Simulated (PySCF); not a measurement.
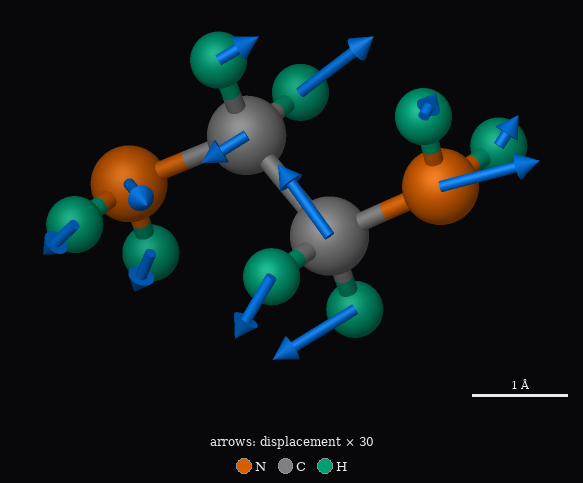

A relaxation of C₂H₈N₂. The starting structure is drawn; blue arrows show the displacements, magnified 30 times. The two geometries are superimposed by the best rigid fit.

A ball-and-stick model, seen at a tilt.

The start comes from GFN2-xTB. Its atoms were then displaced at random by about 0.01 Å.

Theory: PySCF, PBE0-D3(BJ)/def2-SVP geometry optimisation, gas phase. 

What did the optimiser do to the structure, and how much energy did it gain?

Answer. The largest move after the best rigid fit is that of an N atom, 0.037 Å. Largest moves by element: N 0.037 Å, H 0.035 Å, C 0.032 Å. Near-neighbour distances that change, for instance: C–N 1.403 → 1.447 Å, C–N 1.475 → 1.446 Å, C–C 1.559 → 1.531 Å, C–H 1.081 → 1.106 Å. Among the angles between lasting bonds that change: H–C–H 109.8° → 105.4°, C–N–H 113.3° → 110.2°, N–C–H 105.8° → 108.7°. After 7 geometry steps the energy has fallen by 3.07 kcal/mol. The run took 31 s on 1 thread of Arm Neoverse N1, with other jobs on the host.
